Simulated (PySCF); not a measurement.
# Silicon: the same states on changed settings

These states were run before on sound settings. What differs here: radial step 0.8 in ln r (0.13 in the sound run), unsound on purpose. What does it move?

Program: PySCF 2.14.0. Level of theory: unrestricted determinants in a Gaussian basis, no spin-orbit coupling in the energies. These are calculated values, not measurements, unless marked.

**1. The atom as given**

```
Element     : silicon (Z = 14)
Basis       : x2c-TZVPall (5s5p2d1f, 37 functions)
Hamiltonian : scalar relativity by spin-free X2C-1e
State 1     : Si: [Ne] 3s2 3p2, high-spin 3P determinant
State 2     : Si⁺: [Ne] 3s2 3p1, 2P determinant
Methods     : B3LYP, M06-L
```

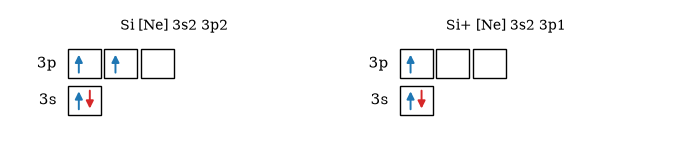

Occupation of the outer shells (arrows by Hund's rule).

The sound run (x2c-TZVPall, scalar relativity by spin-free X2C-1e, symmetry-adapted start, fine grid, valence correlation) gave:

| species | method | energy (hartree) |
| --- | --- | --- |
| Si | UHF | -289.45414 |
| Si | B3LYP | -290.00178 |
| Si | M06-L | -289.95697 |
| Si | MP2 (valence) | -289.50881 |
| Si | CCSD(T) (valence) | -289.52977 |
| Si⁺ | UHF | -289.17375 |
| Si⁺ | B3LYP | -289.70412 |
| Si⁺ | M06-L | -289.66209 |
| Si⁺ | MP2 (valence) | -289.21387 |
| Si⁺ | CCSD(T) (valence) | -289.23231 |

One driver process ran all states and methods and kept the integrals in memory. Each run is shown as a PySCF script that sums up its settings (the driver passes frozen orbitals as a list and adds second-order terms of double hybrids); the logs are those of the runs themselves. The driver starts from symmetry-adapted Hartree-Fock orbitals, holds the occupation by maximum overlap and uses a logarithmic radial grid for functionals, so a plain start would take other cycles.

The driver's launch:

```
OMP_NUM_THREADS=1 python atomrun2.py TASK.json OUT
```

The integrals over 37 functions and the set-up took 0.04 s of CPU time.

The grid is set inside the driver, so the scripts do not show it: radial step 0.8 in ln r (0.13 in the sound run).

**2. Changed run, Si**

**B3LYP**

input.py reads:

```python
from pyscf import gto, scf, dft, mp, cc
import basis_set_exchange as bse
mol = gto.M(atom="Si 0 0 0", charge=0, spin=2, symmetry="D2h",
            basis=gto.basis.parse(bse.get_basis("x2c-TZVPall", elements=["Si"], fmt="nwchem", header=False)),
            nucmod="G")
mf = dft.UKS(mol, xc="B3LYP").sfx2c1e()
mf.irrep_nelec = {'Ag': (3, 3), 'B1u': (2, 1), 'B2u': (2, 1), 'B3u': (1, 1)}
mf.kernel()
```

What it wrote:

```text
damping factor = 0
level_shift factor = 0
DIIS = <class 'pyscf.scf.diis.CDIIS'>
diis_start_cycle = 1
diis_space = 10
diis_damp = 0
SCF conv_tol = 1e-09
SCF conv_tol_grad = None
number electrons alpha = 8  beta = 6
XC functionals = B3LYP
    P. J. Stephens, F. J. Devlin, C. F. Chabalowski, and M. J. Frisch.,  J. Phys. Chem. 98, 11623 (1994)
cycle= 1 E= -290.001968372134  delta_E= -0.0085  |g|= 0.0502  |ddm|= 0.18
cycle= 2 E= -290.002296750635  delta_E= -0.000328  |g|= 0.0276  |ddm|= 0.0529
cycle= 3 E= -290.002402123258  delta_E= -0.000105  |g|= 0.000784  |ddm|= 0.0196
cycle= 4 E= -290.002403032834  delta_E= -9.1e-07  |g|= 0.000111  |ddm|= 0.00208
cycle= 5 E= -290.00240304452  delta_E= -1.17e-08  |g|= 2.5e-05  |ddm|= 0.000282
cycle= 6 E= -290.002403044962  delta_E= -4.42e-10  |g|= 9.44e-07  |ddm|= 6.18e-05
converged SCF energy = -290.002403044962  <S^2> = 2.0040625  2S+1 = 3.0027071
```

It took 0.06 s on 1 thread of Neoverse-V2, shared host, the integrals not counted.

The occupied shells:

| shell | electrons | mean orbital energy (eV) | spread (eV) | rms radius (bohr) |
| --- | --- | --- | --- | --- |
| 1s α | 1 | -1806.1 | 0 | 0.129 |
| 1s β | 1 | -1805.9 | 0 | 0.129 |
| 2s α | 1 | -146.41 | 0 | 0.621 |
| 2s β | 1 | -146.24 | 0 | 0.621 |
| 2p α | 3 | -101.09 | 0.090 | 0.602 |
| 2p β | 3 | -100.82 | 0.365 | 0.602 |
| 3s α | 1 | -12.421 | 0 | 2.42 |
| 3s β | 1 | -10.685 | 0 | 2.42 |
| 3p α | 2 | -5.535 | 0 | 2.99 |

⟨S²⟩ = 2.004, ⟨L²⟩ = 2.01.

**M06-L**

input.py, as changed from the run before:

```diff
@@ -5,3 +5,3 @@
             nucmod="G")
-mf = dft.UKS(mol, xc="B3LYP").sfx2c1e()
+mf = dft.UKS(mol, xc="M06L").sfx2c1e()
 mf.irrep_nelec = {'Ag': (3, 3), 'B1u': (2, 1), 'B2u': (2, 1), 'B3u': (1, 1)}
```

What it wrote:

```text
damping factor = 0
level_shift factor = 0
DIIS = <class 'pyscf.scf.diis.CDIIS'>
diis_start_cycle = 1
diis_space = 10
diis_damp = 0
SCF conv_tol = 1e-09
SCF conv_tol_grad = None
number electrons alpha = 8  beta = 6
XC functionals = M06L
    Y. Zhao and D. G. Truhlar.,  J. Chem. Phys. 125, 194101 (2006)
    Y. Zhao and D. G. Truhlar.,  J. Chem. Phys. 125, 194101 (2006)
    Y. Zhao and D. G. Truhlar.,  Theor. Chem. Acc. 120, 215 (2008)
cycle= 1 E= -289.907452112945  delta_E= -0.0121  |g|= 0.135  |ddm|= 0.73
cycle= 2 E= -289.914658122741  delta_E= -0.00721  |g|= 0.0883  |ddm|= 0.458
cycle= 3 E= -289.917735302271  delta_E= -0.00308  |g|= 0.0103  |ddm|= 0.156
cycle= 4 E= -289.917816968832  delta_E= -8.17e-05  |g|= 0.0052  |ddm|= 0.0276
cycle= 5 E= -289.917824917309  delta_E= -7.95e-06  |g|= 0.00212  |ddm|= 0.0064
cycle= 6 E= -289.917829603923  delta_E= -4.69e-06  |g|= 0.000519  |ddm|= 0.00793
cycle= 7 E= -289.917829680958  delta_E= -7.7e-08  |g|= 0.000191  |ddm|= 0.000703
cycle= 8 E= -289.917829720244  delta_E= -3.93e-08  |g|= 2.27e-05  |ddm|= 0.000879
cycle= 9 E= -289.917829720766  delta_E= -5.22e-10  |g|= 3.13e-06  |ddm|= 0.000101
converged SCF energy = -289.917829720766  <S^2> = 2.0068  2S+1 = 3.0045299
```

Time after the integrals: 0.12 s (1 thread of Neoverse-V2, shared host).

**3. Changed run, Si⁺**

**B3LYP**

input.py reads:

```python
from pyscf import gto, scf, dft, mp, cc
import basis_set_exchange as bse
mol = gto.M(atom="Si 0 0 0", charge=1, spin=1, symmetry="D2h",
            basis=gto.basis.parse(bse.get_basis("x2c-TZVPall", elements=["Si"], fmt="nwchem", header=False)),
            nucmod="G")
mf = dft.UKS(mol, xc="B3LYP").sfx2c1e()
mf.irrep_nelec = {'Ag': (3, 3), 'B1u': (1, 1), 'B2u': (2, 1), 'B3u': (1, 1)}
mf.kernel()
```

What it wrote:

```text
damping factor = 0
level_shift factor = 0
DIIS = <class 'pyscf.scf.diis.CDIIS'>
diis_start_cycle = 1
diis_space = 10
diis_damp = 0
SCF conv_tol = 1e-09
SCF conv_tol_grad = None
number electrons alpha = 7  beta = 6
XC functionals = B3LYP
    P. J. Stephens, F. J. Devlin, C. F. Chabalowski, and M. J. Frisch.,  J. Phys. Chem. 98, 11623 (1994)
cycle= 1 E= -289.69487240188  delta_E= -0.00895  |g|= 0.0482  |ddm|= 0.184
cycle= 2 E= -289.695147160045  delta_E= -0.000275  |g|= 0.0245  |ddm|= 0.0397
cycle= 3 E= -289.695208727151  delta_E= -6.16e-05  |g|= 0.000817  |ddm|= 0.0105
cycle= 4 E= -289.695209488066  delta_E= -7.61e-07  |g|= 0.000131  |ddm|= 0.00176
cycle= 5 E= -289.695209498064  delta_E= -1e-08  |g|= 1.12e-05  |ddm|= 0.000218
cycle= 6 E= -289.695209498126  delta_E= -6.19e-11  |g|= 3e-07  |ddm|= 2.35e-05
converged SCF energy = -289.695209498126  <S^2> = 0.75424149  2S+1 = 2.004237
```

Time after the integrals: 0.06 s (1 thread of Neoverse-V2, shared host).

Orbital energies by shell (radii are means over both spins):

| shell | electrons | mean orbital energy (eV) | spread (eV) | rms radius (bohr) |
| --- | --- | --- | --- | --- |
| 1s α | 1 | -1815.9 | 0 | 0.129 |
| 1s β | 1 | -1815.8 | 0 | 0.129 |
| 2s α | 1 | -156.03 | 0 | 0.620 |
| 2s β | 1 | -155.92 | 0 | 0.620 |
| 2p α | 3 | -110.69 | 0.102 | 0.602 |
| 2p β | 3 | -110.52 | 0.449 | 0.602 |
| 3s α | 1 | -20.294 | 0 | 2.28 |
| 3s β | 1 | -19.281 | 0 | 2.28 |
| 3p α | 1 | -13.169 | 0 | 2.73 |

⟨S²⟩ = 0.754, ⟨L²⟩ = 2.01.

**M06-L**

input.py, as changed from the run before:

```diff
@@ -5,3 +5,3 @@
             nucmod="G")
-mf = dft.UKS(mol, xc="B3LYP").sfx2c1e()
+mf = dft.UKS(mol, xc="M06L").sfx2c1e()
 mf.irrep_nelec = {'Ag': (3, 3), 'B1u': (1, 1), 'B2u': (2, 1), 'B3u': (1, 1)}
```

What it wrote:

```text
damping factor = 0
level_shift factor = 0
DIIS = <class 'pyscf.scf.diis.CDIIS'>
diis_start_cycle = 1
diis_space = 10
diis_damp = 0
SCF conv_tol = 1e-09
SCF conv_tol_grad = None
number electrons alpha = 7  beta = 6
XC functionals = M06L
    Y. Zhao and D. G. Truhlar.,  J. Chem. Phys. 125, 194101 (2006)
    Y. Zhao and D. G. Truhlar.,  J. Chem. Phys. 125, 194101 (2006)
    Y. Zhao and D. G. Truhlar.,  Theor. Chem. Acc. 120, 215 (2008)
cycle= 1 E= -289.568982028316  delta_E= -0.019  |g|= 0.105  |ddm|= 0.666
cycle= 2 E= -289.5729129337  delta_E= -0.00393  |g|= 0.0701  |ddm|= 0.346
cycle= 3 E= -289.575101597813  delta_E= -0.00219  |g|= 0.00817  |ddm|= 0.157
cycle= 4 E= -289.575163511013  delta_E= -6.19e-05  |g|= 0.00315  |ddm|= 0.0192
cycle= 5 E= -289.575176285587  delta_E= -1.28e-05  |g|= 0.00167  |ddm|= 0.00955
cycle= 6 E= -289.575183749696  delta_E= -7.46e-06  |g|= 0.000659  |ddm|= 0.0118
cycle= 7 E= -289.575184330342  delta_E= -5.81e-07  |g|= 0.000121  |ddm|= 0.00268
cycle= 8 E= -289.575184344022  delta_E= -1.37e-08  |g|= 5.15e-05  |ddm|= 0.000483
cycle= 9 E= -289.575184346029  delta_E= -2.01e-09  |g|= 1.54e-05  |ddm|= 0.000128
cycle= 10 E= -289.575184346184  delta_E= -1.54e-10  |g|= 1.71e-06  |ddm|= 2.12e-05
converged SCF energy = -289.575184346184  <S^2> = 0.7562107  2S+1 = 2.0062011
```

Time after the integrals: 0.13 s (1 thread of Neoverse-V2, shared host).

**4. What moved**

| species | method | converged | energy less sound run (eV) |
| --- | --- | --- | --- |
| Si | B3LYP | yes | -0.0170 |
| Si | M06-L | yes | +1.0650 |
| Si⁺ | B3LYP | yes | +0.2425 |
| Si⁺ | M06-L | yes | +2.3649 |

Ionisation energy of Si:

| method | sound run (eV) | changed run (eV) | shift (eV) |
| --- | --- | --- | --- |
| UHF | 7.630 | 7.630 | +0.000 |
| B3LYP | 8.100 | 8.359 | +0.259 |
| M06-L | 8.024 | 9.324 | +1.300 |

**5. Results**

| quantity | value |
| --- | --- |
| change | radial step 0.8 in ln r (0.13 in the sound run) |
| runs converged | 4 of 4 |
| largest shift of a converged total energy | 2.36 eV |
| largest shift of the ionisation energy | +1.300 eV (M06-L) |

The ionisation energy moves by up to 1.30 eV, at M06-L. A coarse radial grid mis-integrates the density and the exchange-correlation energy, with errors of either sign; Hartree-Fock needs no grid. The setting is unsound on purpose, so these numbers are no properties of the atom.
